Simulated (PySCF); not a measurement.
# Geometry relaxation, with input and output: CH4OZn (part 2 of 2)

Continued. System: CH4OZn. Method: MP2/6-31G*, RHF (PySCF 2.14.0). The geometry comes from this level: PBE0-D4/def2-TZVP.

Geometry of the input (Å):
```
C  -0.7253  0.7426  -0.1538
O  0.0300  -0.3229  -0.6461
Zn 1.2474  -1.3268  0.1548
H  -1.3712  1.1233  -0.9537
H  -0.1041  1.5817  0.1897
H  -1.3783  0.4507  0.6806
H  2.3016  -2.2487  0.7285
```

**What the program printed, continued**
```
Geometry optimization cycle 10
Cartesian coordinates (Angstrom)
 Atom        New coordinates             dX        dY        dZ
   C  -0.721969   0.739485  -0.153798   -0.000015  0.000062  0.000043
   O   0.032162  -0.334772  -0.679937    0.000079  0.000117 -0.000151
  Zn   1.230824  -1.310357   0.149378    0.000001 -0.000189 -0.000422
   H  -1.376199   1.131144  -0.939979   -0.000103 -0.000021  0.000104
   H  -0.088111   1.567869   0.193068    0.000019  0.000020 -0.000015
   H  -1.360693   0.432446   0.686472    0.000172 -0.000140  0.000074
   H   2.284086  -2.225915   0.744795   -0.000154  0.000151  0.000368
converged SCF energy = -1892.52498846904
E(RMP2_Scanner) = -1893.13794074695  E_corr = -0.612952277906577
E(SCS-RMP2_Scanner) = -1893.10186503315  E_corr = -0.576876564109206
--------------- RMP2_Scanner gradients ---------------
         x                y                z
0 C     0.0000305833    -0.0000383301    -0.0000251639
1 O    -0.0000109719     0.0000062827     0.0000185744
2 Zn    -0.0000099697     0.0000160509    -0.0000075884
3 H    -0.0000040722     0.0000072956    -0.0000011724
4 H     0.0000012777     0.0000091926     0.0000076438
5 H    -0.0000079241     0.0000012981     0.0000074660
6 H     0.0000010770    -0.0000017896     0.0000002406
----------------------------------------------
cycle 10: E = -1893.13794075  dE = 3.77395e-09  norm(grad) = 6.55562e-05
Step    9 : Displace = 2.733e-04/4.614e-04 (rms/max) Trust = 3.000e-01 (=) Grad = 2.478e-05/5.512e-05 (rms/max) E (change) = -1893.1379407470 (+3.774e-09) Quality = -0.114
Hessian Eigenvalues: 1.65969e-02 3.51742e-02 4.99992e-02 ... 3.40241e-01 3.46841e-01 4.32787e-01

Geometry optimization cycle 11
Cartesian coordinates (Angstrom)
 Atom        New coordinates             dX        dY        dZ
   C  -0.721987   0.739537  -0.153776   -0.000019  0.000051  0.000022
   O   0.032261  -0.334676  -0.679977    0.000099  0.000095 -0.000041
  Zn   1.230849  -1.310405   0.149322    0.000025 -0.000048 -0.000056
   H  -1.376266   1.131078  -0.939959   -0.000067 -0.000066  0.000020
   H  -0.088164   1.567947   0.193027   -0.000053  0.000078 -0.000041
   H  -1.360618   0.432393   0.686502    0.000075 -0.000053  0.000030
   H   2.284026  -2.225973   0.744861   -0.000060 -0.000058  0.000066
converged SCF energy = -1892.52498771677
E(RMP2_Scanner) = -1893.13794077385  E_corr = -0.612953057072652
E(SCS-RMP2_Scanner) = -1893.10186523245  E_corr = -0.576877515671553
--------------- RMP2_Scanner gradients ---------------
         x                y                z
0 C     0.0000047092    -0.0000003754    -0.0000028778
1 O    -0.0000046406    -0.0000051020     0.0000058128
2 Zn     0.0000006181     0.0000040938    -0.0000060953
3 H     0.0000012509     0.0000013118    -0.0000006666
4 H    -0.0000000510     0.0000004627     0.0000024213
5 H    -0.0000017347    -0.0000007628    -0.0000003848
6 H    -0.0000001519     0.0000003717     0.0000017903
----------------------------------------------
cycle 11: E = -1893.13794077  dE = -2.68958e-08  norm(grad) = 1.35338e-05
Step   10 : Displace = 1.004e-04/1.418e-04 (rms/max) Trust = 1.367e-04 (-) Grad = 5.115e-06/9.020e-06 (rms/max) E (change) = -1893.1379407738 (-2.690e-08) Quality = 5.459
Hessian Eigenvalues: 1.10991e-02 3.25047e-02 4.99990e-02 ... 3.40068e-01 3.51374e-01 4.45091e-01

Geometry optimization cycle 12
Cartesian coordinates (Angstrom)
 Atom        New coordinates             dX        dY        dZ
   C  -0.721988   0.739563  -0.153773   -0.000001  0.000026  0.000002
   O   0.032375  -0.334573  -0.680028    0.000115  0.000104 -0.000050
  Zn   1.230860  -1.310409   0.149327    0.000011 -0.000004  0.000004
   H  -1.376347   1.131010  -0.939930   -0.000081 -0.000068  0.000028
   H  -0.088225   1.568030   0.192979   -0.000061  0.000083 -0.000048
   H  -1.360527   0.432333   0.686533    0.000091 -0.000060  0.000031
   H   2.283952  -2.226054   0.744893   -0.000074 -0.000080  0.000032
converged SCF energy = -1892.52498724171
E(RMP2_Scanner) = -1893.13794075788  E_corr = -0.612953516166506
E(SCS-RMP2_Scanner) = -1893.1018652978  E_corr = -0.576878056084506
--------------- RMP2_Scanner gradients ---------------
         x                y                z
0 C    -0.0000057530     0.0000145654     0.0000057823
1 O    -0.0000031619    -0.0000088447    -0.0000013464
2 Zn     0.0000061786    -0.0000011616    -0.0000022064
3 H     0.0000028465    -0.0000005379    -0.0000002716
4 H    -0.0000004944    -0.0000032215     0.0000002263
5 H     0.0000010212    -0.0000016578    -0.0000035723
6 H    -0.0000006369     0.0000008581     0.0000013880
----------------------------------------------
cycle 12: E = -1893.13794076  dE = 1.59675e-08  norm(grad) = 2.12574e-05
Step   11 : Displace = 1.055e-04/1.608e-04 (rms/max) Trust = 1.933e-04 (+) Grad = 8.035e-06/1.669e-05 (rms/max) E (change) = -1893.1379407579 (+1.597e-08) Quality = -9.500
Not rejecting step - energy change meets convergence criteria
Hessian Eigenvalues: 3.21970e-03 3.05923e-02 4.99991e-02 ... 3.40364e-01 3.77320e-01 5.78515e-01

Geometry optimization cycle 13
Cartesian coordinates (Angstrom)
 Atom        New coordinates             dX        dY        dZ
   C  -0.721987   0.739570  -0.153776    0.000002  0.000007 -0.000003
   O   0.032439  -0.334520  -0.680028    0.000064  0.000053 -0.000000
  Zn   1.230868  -1.310402   0.149356    0.000008  0.000007  0.000030
   H  -1.376382   1.130968  -0.939928   -0.000035 -0.000042  0.000002
   H  -0.088268   1.568080   0.192953   -0.000042  0.000051 -0.000026
   H  -1.360497   0.432320   0.686545    0.000030 -0.000013  0.000012
   H   2.283926  -2.226115   0.744877   -0.000026 -0.000061 -0.000016
converged SCF energy = -1892.52498727001
E(RMP2_Scanner) = -1893.13794072131  E_corr = -0.612953451300477
E(SCS-RMP2_Scanner) = -1893.10186526798  E_corr = -0.576877997967822
--------------- RMP2_Scanner gradients ---------------
         x                y                z
0 C    -0.0000050560     0.0000126184     0.0000056014
1 O    -0.0000037888    -0.0000073811    -0.0000025320
2 Zn     0.0000065908    -0.0000011127    -0.0000000579
3 H     0.0000025526    -0.0000003790    -0.0000002908
4 H    -0.0000003883    -0.0000031045     0.0000001147
5 H     0.0000006569    -0.0000011366    -0.0000033506
6 H    -0.0000005673     0.0000004954     0.0000005152
----------------------------------------------
cycle 13: E = -1893.13794072  dE = 3.65656e-08  norm(grad) = 1.9142e-05
Step   12 : Displace = 5.593e-05/8.212e-05 (rms/max) Trust = 5.273e-05 (-) Grad = 7.235e-06/1.470e-05 (rms/max) E (change) = -1893.1379407213 (+3.657e-08) Quality = -27.128
Not rejecting step - energy change meets convergence criteria
Hessian Eigenvalues: 1.62221e-03 3.06929e-02 4.99966e-02 ... 3.40416e-01 3.59782e-01 4.36773e-01

Geometry optimization cycle 14
Cartesian coordinates (Angstrom)
 Atom        New coordinates             dX        dY        dZ
   C  -0.721981   0.739566  -0.153781    0.000006 -0.000003 -0.000005
   O   0.032470  -0.334495  -0.680025    0.000031  0.000025  0.000003
  Zn   1.230866  -1.310395   0.149374   -0.000002  0.000007  0.000017
   H  -1.376397   1.130947  -0.939927   -0.000015 -0.000020  0.000001
   H  -0.088287   1.568104   0.192942   -0.000020  0.000024 -0.000011
   H  -1.360482   0.432314   0.686551    0.000015 -0.000006  0.000006
   H   2.283912  -2.226142   0.744866   -0.000014 -0.000027 -0.000011
converged SCF energy = -1892.52498748615
E(RMP2_Scanner) = -1893.13794085269  E_corr = -0.612953366535349
E(SCS-RMP2_Scanner) = -1893.10186535199  E_corr = -0.576877865840596
--------------- RMP2_Scanner gradients ---------------
         x                y                z
0 C    -0.0000003550     0.0000050944     0.0000014859
1 O    -0.0000046078    -0.0000043042     0.0000001011
2 Zn     0.0000041829     0.0000010638    -0.0000002396
3 H     0.0000015321     0.0000003927    -0.0000005617
4 H     0.0000001108    -0.0000014760     0.0000009059
5 H    -0.0000005685    -0.0000008478    -0.0000017611
6 H    -0.0000002945     0.0000000771     0.0000000695
----------------------------------------------
cycle 14: E = -1893.13794085  dE = -1.31373e-07  norm(grad) = 9.83919e-06
```

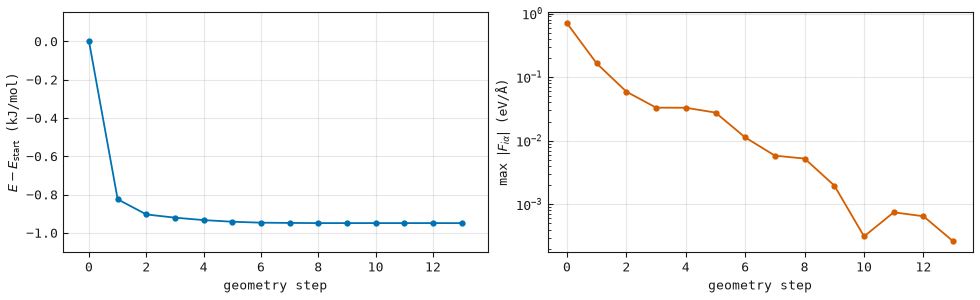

*Progress of the relaxation, step by step (steps are counted from 0).*

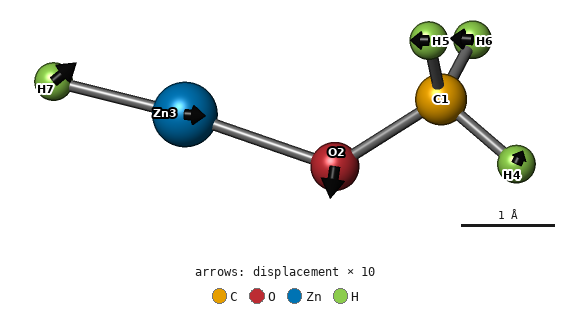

*The starting structure with the displacements as black arrows, magnified 10 times (ball-and-stick view, seen at a tilt). The two geometries are laid on each other by the best rigid fit.*

The energy falls by 0.95 kJ/mol in 13 geometry steps. The largest force component goes from 0.7 to 0.00026 eV/Å. The largest move after the best rigid fit is that of O2, 0.036 Å. By element the largest moves are O 0.036 Å, H 0.033 Å, Zn 0.024 Å, C 0.004 Å. Distances before and after: C1–O2 1.396 → 1.414 Å, O2–Zn3 1.770 → 1.754 Å. Among the angles that change: C1–O2–Zn3 130.2° → 127.7°. (Atoms are counted from 1 in the order of the input.)

```
Step   13 : Displace = 2.684e-05/3.934e-05 (rms/max) Trust = 2.636e-05 (-) Grad = 3.719e-06/6.306e-06 (rms/max) E (change) = -1893.1379408527 (-1.314e-07) Quality = 153.960
Hessian Eigenvalues: 1.62221e-03 3.06929e-02 4.99966e-02 ... 3.40416e-01 3.59782e-01 4.36773e-01
Converged! =D

converged: True
C          -0.72198086        0.73956637       -0.15378074
O           0.03246972       -0.33449493       -0.68002502
Zn          1.23086635       -1.31039491        0.14937353
H          -1.37639738        1.13094720       -0.93992727
H          -0.08828731        1.56810401        0.19294196
H          -1.36048209        0.43231394        0.68655140
H           2.28391211       -2.22614169        0.74486613
converged SCF energy = -1892.52498748615
E(RMP2) = -1893.13794108469  E_corr = -0.612953598535407
E(SCS-RMP2) = -1893.1018655586  E_corr = -0.576878072453869
E(MP2) = -1893.137941085
```

**Trajectory as extended XYZ (Å, eV, eV/Å), 14 frames, from step=0 to step=13**
```
7
Properties=species:S:1:pos:R:3:forces:R:3 step=0 energy=-51514.89789
C    -0.7253    0.7426   -0.1538   -0.2950   0.4024   0.1540
O     0.0300   -0.3229   -0.6461    0.6057  -0.7036  -0.0601
Zn    1.2474   -1.3268    0.1548   -0.3431   0.3078  -0.1682
H    -1.3712    1.1233   -0.9537   -0.0068   0.0080   0.0033
H    -0.1041    1.5817    0.1897    0.0204   0.0306   0.0248
H    -1.3783    0.4507    0.6806   -0.0195  -0.0047   0.0409
H     2.3016   -2.2487    0.7285    0.0383  -0.0405   0.0055
7
Properties=species:S:1:pos:R:3:forces:R:3 step=1 energy=-51514.90643
C    -0.7251    0.7424   -0.1540   -0.1105   0.1644   0.0933
O     0.0372   -0.3327   -0.6508    0.0773  -0.1082  -0.0526
Zn    1.2422   -1.3217    0.1531   -0.0451   0.0530   0.0069
H    -1.3724    1.1251   -0.9520    0.0299  -0.0363  -0.0050
H    -0.1031    1.5817    0.1917    0.0165  -0.0380  -0.0154
H    -1.3772    0.4503    0.6828    0.0283  -0.0273  -0.0194
H     2.2985   -2.2452    0.7293    0.0036  -0.0077  -0.0077
7
Properties=species:S:1:pos:R:3:forces:R:3 step=2 energy=-51514.90726
C    -0.7258    0.7438   -0.1529   -0.0189   0.0379   0.0397
O     0.0369   -0.3333   -0.6540   -0.0114  -0.0121  -0.0591
Zn    1.2384   -1.3170    0.1541    0.0253  -0.0125   0.0369
H    -1.3716    1.1238   -0.9522    0.0052  -0.0044   0.0042
H    -0.0987    1.5786    0.1919   -0.0052  -0.0096  -0.0061
H    -1.3741    0.4456    0.6837    0.0069   0.0010  -0.0104
H     2.2950   -2.2416    0.7294   -0.0018  -0.0004  -0.0053
7
Properties=species:S:1:pos:R:3:forces:R:3 step=3 energy=-51514.90743
C    -0.7260    0.7440   -0.1528    0.0137  -0.0109   0.0120
O     0.0364   -0.3337   -0.6573   -0.0209   0.0102  -0.0331
Zn    1.2377   -1.3157    0.1551    0.0140  -0.0065   0.0223
H    -1.3721    1.1246   -0.9509   -0.0025   0.0022  -0.0005
H    -0.0975    1.5772    0.1918   -0.0013   0.0029   0.0000
H    -1.3726    0.4440    0.6838   -0.0023   0.0020   0.0008
H     2.2941   -2.2405    0.7303   -0.0007   0.0001  -0.0015
7
Properties=species:S:1:pos:R:3:forces:R:3 step=4 energy=-51514.90756
C    -0.7254    0.7434   -0.1529    0.0258  -0.0330  -0.0078
O     0.0353   -0.3342   -0.6630   -0.0143   0.0146  -0.0066
Zn    1.2362   -1.3138    0.1556   -0.0014   0.0018   0.0025
H    -1.3730    1.1261   -0.9486   -0.0050   0.0051  -0.0006
H    -0.0952    1.5750    0.1919    0.0002   0.0080   0.0035
H    -1.3699    0.4412    0.6842   -0.0057   0.0027   0.0062
H     2.2921   -2.2379    0.7327    0.0004   0.0008   0.0027
7
Properties=species:S:1:pos:R:3:forces:R:3 step=5 energy=-51514.90765
C    -0.7242    0.7420   -0.1532    0.0198  -0.0277  -0.0115
O     0.0339   -0.3346   -0.6699   -0.0051   0.0102   0.0072
Zn    1.2342   -1.3117    0.1549   -0.0077   0.0034  -0.0097
H    -1.3743    1.1282   -0.9453   -0.0039   0.0038  -0.0006
H    -0.0924    1.5721    0.1923    0.0010   0.0069   0.0035
H    -1.3664    0.4378    0.6849   -0.0048   0.0017   0.0061
H     2.2893   -2.2338    0.7364    0.0006   0.0017   0.0050
7
Properties=species:S:1:pos:R:3:forces:R:3 step=6 energy=-51514.90770
C    -0.7228    0.7404   -0.1537    0.0047  -0.0079  -0.0051
O     0.0327   -0.3350   -0.6761    0.0022   0.0024   0.0083
Zn    1.2321   -1.3102    0.1529   -0.0056   0.0005  -0.0113
H    -1.3753    1.1301   -0.9422   -0.0011   0.0009  -0.0002
H    -0.0897    1.5694    0.1927    0.0009   0.0021   0.0013
H    -1.3631    0.4346    0.6857   -0.0013   0.0002   0.0024
H     2.2864   -2.2295    0.7406    0.0002   0.0019   0.0046
7
Properties=species:S:1:pos:R:3:forces:R:3 step=7 energy=-51514.90771
C    -0.7221    0.7396   -0.1538   -0.0034   0.0041   0.0014
O     0.0322   -0.3350   -0.6789    0.0032  -0.0015   0.0027
Zn    1.2311   -1.3099    0.1510   -0.0012  -0.0018  -0.0058
H    -1.3759    1.1309   -0.9406    0.0006  -0.0009   0.0000
H    -0.0885    1.5682    0.1930    0.0003  -0.0008  -0.0004
H    -1.3615    0.4331    0.6862    0.0007  -0.0004  -0.0004
H     2.2848   -2.2270    0.7432   -0.0001   0.0013   0.0025
7
Properties=species:S:1:pos:R:3:forces:R:3 step=8 energy=-51514.90772
C    -0.7220    0.7394   -0.1538   -0.0040   0.0052   0.0027
O     0.0321   -0.3349   -0.6798    0.0018  -0.0015  -0.0007
Zn    1.2308   -1.3102    0.1498    0.0008  -0.0018  -0.0010
H    -1.3761    1.1312   -0.9401    0.0006  -0.0008   0.0001
H    -0.0881    1.5678    0.1931    0.0000  -0.0012  -0.0007
H    -1.3609    0.4326    0.6864    0.0010  -0.0003  -0.0009
H     2.2842   -2.2261    0.7444   -0.0001   0.0005   0.0007
7
Properties=species:S:1:pos:R:3:forces:R:3 step=9 energy=-51514.90772
C    -0.7220    0.7395   -0.1538   -0.0016   0.0020   0.0013
O     0.0322   -0.3348   -0.6799    0.0006  -0.0003  -0.0010
Zn    1.2308   -1.3104    0.1494    0.0005  -0.0008   0.0004
H    -1.3762    1.1311   -0.9400    0.0002  -0.0004   0.0001
H    -0.0881    1.5679    0.1931   -0.0001  -0.0005  -0.0004
H    -1.3607    0.4324    0.6865    0.0004  -0.0001  -0.0004
H     2.2841   -2.2259    0.7448   -0.0001   0.0001   0.0000
7
Properties=species:S:1:pos:R:3:forces:R:3 step=10 energy=-51514.90772
C    -0.7220    0.7395   -0.1538   -0.0002   0.0000   0.0001
O     0.0323   -0.3347   -0.6800    0.0002   0.0003  -0.0003
Zn    1.2308   -1.3104    0.1493    0.0000  -0.0002   0.0003
H    -1.3763    1.1311   -0.9400   -0.0001  -0.0001   0.0000
H    -0.0882    1.5679    0.1930    0.0000   0.0000  -0.0001
H    -1.3606    0.4324    0.6865    0.0001   0.0000   0.0000
H     2.2840   -2.2260    0.7449    0.0000   0.0000  -0.0001
7
Properties=species:S:1:pos:R:3:forces:R:3 step=11 energy=-51514.90772
C    -0.7220    0.7396   -0.1538    0.0003  -0.0007  -0.0003
O     0.0324   -0.3346   -0.6800    0.0002   0.0005   0.0001
Zn    1.2309   -1.3104    0.1493   -0.0003   0.0001   0.0001
H    -1.3763    1.1310   -0.9399   -0.0001   0.0000   0.0000
H    -0.0882    1.5680    0.1930    0.0000   0.0002   0.0000
H    -1.3605    0.4323    0.6865   -0.0001   0.0001   0.0002
H     2.2840   -2.2261    0.7449    0.0000   0.0000  -0.0001
7
Properties=species:S:1:pos:R:3:forces:R:3 step=12 energy=-51514.90772
C    -0.7220    0.7396   -0.1538    0.0003  -0.0006  -0.0003
O     0.0324   -0.3345   -0.6800    0.0002   0.0004   0.0001
Zn    1.2309   -1.3104    0.1494   -0.0003   0.0001   0.0000
H    -1.3764    1.1310   -0.9399   -0.0001   0.0000   0.0000
H    -0.0883    1.5681    0.1930    0.0000   0.0002   0.0000
H    -1.3605    0.4323    0.6865    0.0000   0.0001   0.0002
H     2.2839   -2.2261    0.7449    0.0000   0.0000   0.0000
7
Properties=species:S:1:pos:R:3:forces:R:3 step=13 energy=-51514.90773
C    -0.7220    0.7396   -0.1538    0.0000  -0.0003  -0.0001
O     0.0325   -0.3345   -0.6800    0.0002   0.0002   0.0000
Zn    1.2309   -1.3104    0.1494   -0.0002  -0.0001   0.0000
H    -1.3764    1.1309   -0.9399   -0.0001   0.0000   0.0000
H    -0.0883    1.5681    0.1929    0.0000   0.0001   0.0000
H    -1.3605    0.4323    0.6866    0.0000   0.0000   0.0001
H     2.2839   -2.2261    0.7449    0.0000   0.0000   0.0000
```

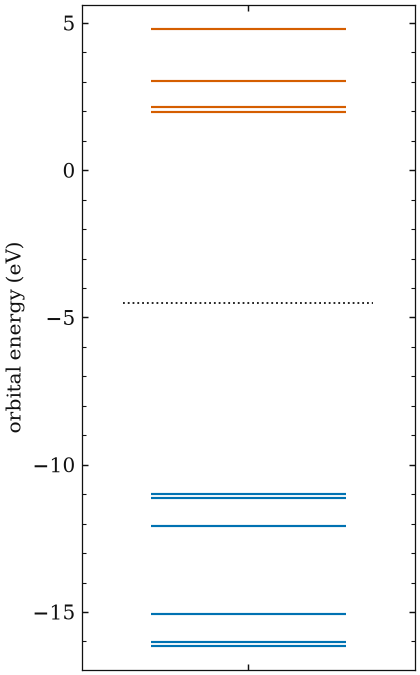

*Orbital energies near the frontier (SCF reference); the dotted line parts filled from empty levels, and levels within 0.02 eV of each other stand side by side.*

Highest filled −10.99 eV, lowest empty 1.98 eV, 12.97 eV apart.

**Key numbers**

```tsv
quantity	value
outcome	converged
total energy	−1893.137941 hartree
SCF energy	−1892.524987 hartree
correlation energy	−0.612954 hartree
basis functions	70
HOMO of the SCF reference	−10.99 eV
LUMO of the SCF reference	1.98 eV
wall time	6.2 min
peak memory	0.57 GiB
```
